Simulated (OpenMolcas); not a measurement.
**Run report: O, multiconfigurational calculation (part 2 of 2)**

The same run, continued: O. Method: state-averaged RASSCF, active space 4 electrons in the shells 2p 3s 3d; RAS3 3s 3d with at most 1 electron, basis ANO-R3, X2C scalar Hamiltonian, spin-orbit coupling by RASSI with atomic mean-field integrals (OpenMolcas).

**Log (extracts), continued**
```
--- RASSCF ---
Wave function specifications:
      -----------------------------

      Number of closed shell electrons           4
      Number of electrons in active shells       4
      Max number of holes in RAS1 space          0
      Max nr of electrons in RAS3 space          1
      Number of inactive orbitals                2
      Number of active orbitals                  9
      Number of secondary orbitals              22
      Spin quantum number                      0.0
      State symmetry                             2
Orbital specifications:
      -----------------------

      Symmetry species                           1   2
                                                ag  au
      Frozen orbitals                            0   0
      Inactive orbitals                          2   0
      Active orbitals                            6   3
      RAS1 orbitals                              0   0
      RAS2 orbitals                              0   3
      RAS3 orbitals                              6   0
      Secondary orbitals                         6  16
      Deleted orbitals                           0   0
      Number of basis functions                 14  19
      Number of CSFs                            48
      Number of root(s) required                 5
      Iter CI   SX   CI       RASSCF       Energy    max ROT     max BLB   max BLB  Level Ln srch  Step   QN
          iter iter root      energy       change     param      element    value   shift minimum  type update
 Nr of preliminary CI iterations:   1
        1   1    7    0   -74.39419107    0.00E+00   1.58E-02    2   3 1  2.42E-02*  0.00   0.00    SX    NO
        2   1    7    0   -74.39490099   -7.10E-04*  2.27E-02    2   9 1 -1.44E-03*  0.00   0.00    SX    NO
        3   1    7    0   -74.39490404   -3.05E-06*  1.86E-02    2   9 1  2.22E-04   0.00   0.00    SX    NO
        4   1    6    0   -74.39490490   -8.62E-07*  1.67E-02    2   9 1 -1.08E-04   0.00   0.00    SX    NO
        5   1    6    0   -74.39490553   -6.29E-07*  8.36E-02    2   3 1  4.11E-05   0.00   2.50    QN   YES
        6   1    6    0   -74.39490759   -2.06E-06*  4.92E-02    2   9 1  4.43E-05   0.00   1.75    LS   YES
        7   1    6    0   -74.39490802   -4.28E-07*  1.21E-02    2   9 1  5.40E-05   0.00   1.26    QN   YES
        8   1    5    0   -74.39490804   -2.12E-08  -8.80E-04    2   9 1  6.87E-06   0.00   1.08    QN   YES
      Convergence after  8 iterations
        9   1    5    0   -74.39490804   -1.08E-10  -8.80E-04    2   9 1  3.85E-07   0.00   1.08    QN   YES
      Natural orbitals and occupation numbers for root  1
      sym 1:   0.999912   0.000025   0.000025   0.000007   0.000031  -0.000000
      sym 2:   0.999975   1.000013   1.000013
      Natural orbitals and occupation numbers for root  2
      sym 1:   0.999912   0.000011   0.000015   0.000000   0.000031   0.000031
      sym 2:   1.000025   0.999992   0.999983
      Natural orbitals and occupation numbers for root  3
      sym 1:   0.999912   0.000025   0.000031   0.000007   0.000025   0.000000
      sym 2:   1.000013   0.999975   1.000013
::    RASSCF root number  1 Total energy:    -74.39490804
::    RASSCF root number  2 Total energy:    -74.39490804
::    RASSCF root number  3 Total energy:    -74.39490804
::    RASSCF root number  4 Total energy:    -74.39490804
::    RASSCF root number  5 Total energy:    -74.39490804
--- RASSI ---
SPIN-FREE ENERGIES:
  (Shifted by EMIN (a.u.) =        -74.8607542474)

 SF State       Relative EMIN(au)   Rel lowest level(eV)    D:o, cm**(-1)      L_eff

     1             0.0000000000        0.0000000000              0.0000         1.0
     2             0.0000000000        0.0000000000              0.0000         1.0
     3             0.0000000000        0.0000000000              0.0000         1.0
     4             0.0801481209        2.1809414755          17590.4793         2.0
     5             0.0801481209        2.1809414755          17590.4793         2.0
     6             0.0801481209        2.1809414755          17590.4793         2.0
     7             0.0801481209        2.1809414755          17590.4793         2.0
     8             0.0801481209        2.1809414755          17590.4793         2.0
     9             0.1991660187        5.4195834628          43711.8885         0.0
    10             0.3089278832        8.4063559529          67801.8333         0.0
    11             0.3360801866        9.1452077677          73761.0751         0.0
    12             0.4538935431       12.3510725161          99618.1181         2.0
    13             0.4538935431       12.3510725161          99618.1181         2.0
    14             0.4538935431       12.3510725161          99618.1181         2.0
    15             0.4538935431       12.3510725161          99618.1181         2.0
    16             0.4538935431       12.3510725161          99618.1181         2.0
    17             0.4658462061       12.6763210456         102241.4244         2.0
    18             0.4658462061       12.6763210456         102241.4244         2.0
    19             0.4658462061       12.6763210456         102241.4244         2.0
    20             0.4658462061       12.6763210456         102241.4244         2.0
    21             0.4658462068       12.6763210636         102241.4245         2.0
     Dipole printing threshold changed to   1.00000000E+00

++ Dipole transition strengths (spin-free states):
   -----------------------------------------------
     for osc. strength at least  1.00000000E+00

  ( Max oscillator strength is only    4.4349883058476147E-002 )
--
Eigenvalues of complex Hamiltonian:
   -----------------------------------
  (Shifted by EMIN (a.u.) =        -74.8607542474)

 SO State       Relative EMIN(au)   Rel lowest level(eV)    D:o, cm**(-1)     J-value

     1            -0.0003389428        0.0000000000              0.0000         2.0
     2            -0.0003389428        0.0000000000              0.0000         1.6
     3            -0.0003389428        0.0000000000              0.0000         1.8
     4            -0.0003389428        0.0000000000              0.0000         1.2
     5            -0.0003389428        0.0000000000              0.0000         1.1
     6             0.0003361740        0.0183708639            148.1710         0.6
     7             0.0003361740        0.0183708639            148.1710         0.6
     8             0.0003361740        0.0183708639            148.1710         1.0
     9             0.0006678574        0.0273964281            220.9671         0.0
    10             0.0801508897        2.1902399190          17665.4763         1.4
    11             0.0801508897        2.1902399190          17665.4763         1.2
    12             0.0801508897        2.1902399190          17665.4763         1.8
    13             0.0801508897        2.1902399190          17665.4763         1.7
    14             0.0801508897        2.1902399190          17665.4763         1.6
    15             0.1991705094        5.4289287624          43787.2635         0.0
    16             0.3089278832        8.4155790554          67876.2226         1.0
    17             0.3089278832        8.4155790554          67876.2226         1.8
    18             0.3089278832        8.4155790554          67876.2226         2.0
    19             0.3089278832        8.4155790554          67876.2226         1.8
    20             0.3089278832        8.4155790554          67876.2226         1.0
    21             0.3360801866        9.1544308702          73835.4644         0.6
    22             0.3360801866        9.1544308702          73835.4644         1.0
    23             0.3360801866        9.1544308702          73835.4644         0.6
    24             0.4538935189       12.3602949595          99692.5021         0.6
    25             0.4538935189       12.3602949595          99692.5021         0.6
    26             0.4538935189       12.3602949595          99692.5021         1.0
    27             0.4538935350       12.3602953989          99692.5056         1.8
    28             0.4538935350       12.3602953989          99692.5056         1.8
    29             0.4538935350       12.3602953989          99692.5056         1.0
    30             0.4538935350       12.3602953989          99692.5056         1.1
    31             0.4538935350       12.3602953989          99692.5056         2.0
    32             0.4538935593       12.3602960580          99692.5109         2.9
    33             0.4538935593       12.3602960580          99692.5109         1.4
    34             0.4538935593       12.3602960580          99692.5109         2.8
    35             0.4538935593       12.3602960580          99692.5109         1.4
    36             0.4538935593       12.3602960580          99692.5109         2.8
    37             0.4538935593       12.3602960580          99692.5109         2.4
    38             0.4538935593       12.3602960580          99692.5109         2.4
    39             0.4658462061       12.6855441480         102315.8137         1.0
    40             0.4658462061       12.6855441480         102315.8137         1.8
    41             0.4658462061       12.6855441480         102315.8137         1.2
Weights of the five most important spin-orbit-free states for each spin-orbit state.

 SO State  Total energy (au)           Spin-free states, spin, and weights
 -------------------------------------------------------------------------------------------------------
    1        -0.000339       3 1.0  0.6666    2 1.0  0.1667    1 1.0  0.1667    4 0.0  0.0000    8 0.0  0.0000
    2        -0.000339       2 1.0  0.4996    3 1.0  0.3829    1 1.0  0.1175    6 0.0  0.0000    7 0.0  0.0000
    3        -0.000339       1 1.0  0.4994    3 1.0  0.4703    2 1.0  0.0302    5 0.0  0.0000    7 0.0  0.0000
    4        -0.000339       2 1.0  0.4978    1 1.0  0.3831    3 1.0  0.1190    7 0.0  0.0000    6 0.0  0.0000
    5        -0.000339       1 1.0  0.4999    2 1.0  0.4723    3 1.0  0.0277    8 0.0  0.0000    4 0.0  0.0000
    6         0.000336       3 1.0  0.5000    2 1.0  0.4248    1 1.0  0.0752    6 0.0  0.0000    7 0.0  0.0000
    7         0.000336       3 1.0  0.5000    1 1.0  0.4248    2 1.0  0.0752    5 0.0  0.0000    7 0.0  0.0000
    8         0.000336       2 1.0  0.5000    1 1.0  0.5000    3 1.0  0.0000    9 0.0  0.0000    5 0.0  0.0000
    9         0.000668       2 1.0  0.3333    3 1.0  0.3333    1 1.0  0.3333    9 0.0  0.0000    6 0.0  0.0000
   10         0.080151       8 0.0  1.0000    1 1.0  0.0000    3 1.0  0.0000    2 1.0  0.0000    5 0.0  0.0000
   11         0.080151       7 0.0  1.0000    2 1.0  0.0000    1 1.0  0.0000    3 1.0  0.0000    5 0.0  0.0000
   12         0.080151       6 0.0  1.0000    3 1.0  0.0000    2 1.0  0.0000    1 1.0  0.0000    7 0.0  0.0000
```

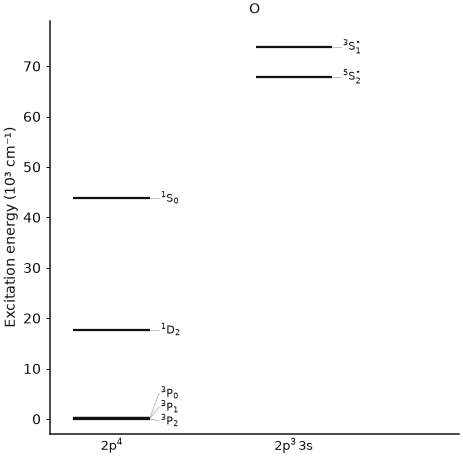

*Level diagram of neutral oxygen.*

The lowest level is 2p⁴ ³P₂. The first excited level, 2p⁴ ³P₁, lies at 148 cm⁻¹. The ground term spreads over 221 cm⁻¹ in the order J = 2, 1, 0, an inverted multiplet. Among those computed, the lowest level of opposite parity, 2p³ 3s ⁵S°₂, is at 67,900 cm⁻¹. The leading LS term holds 100 % of a level on average. The ground level has g = 1.501. Spin-orbit coupling puts the ground level 74.4 cm⁻¹ below the lowest spin-free term.

| Configuration | Level | E (cm⁻¹) | Landé g |
| --- | --- | --- | --- |
| 2p⁴ | ³P₂ | 0 | 1.501 |
| 2p⁴ | ³P₁ | 148 | 1.501 |
| 2p⁴ | ³P₀ | 221 | – |
| 2p⁴ | ¹D₂ | 17,670 | 1.000 |
| 2p⁴ | ¹S₀ | 43,790 | – |
| 2p³ 3s | ⁵S°₂ | 67,880 | 2.002 |
| 2p³ 3s | ³S°₁ | 73,840 | 2.002 |

**Summary**

| quantity | value |
| --- | --- |
| outcome | converged |
| lowest level | 2p⁴ ³P₂ |
| first excited level | 2p⁴ ³P₁, 148 cm⁻¹ (measured: 158) |
| energy of the lowest spin-free term | −74.86075 hartree |
| energy of the lowest spin-orbit level | −74.86109 hartree |
| largest spread among components of a term | 0.0 cm⁻¹ |
| hardware | 1 CPU thread, shared host |
| wall time | 22 s |

**Notes**

Against measured levels the run misses widely: 2s2 2p4 1S J = 0 comes out at 43,787 cm⁻¹ where 33,793 cm⁻¹ is measured. Without dynamic correlation the gaps between configurations can be off by an electronvolt or more. Limits: closed s shell leaves the highest p terms too high; only configurations of the active space are included.
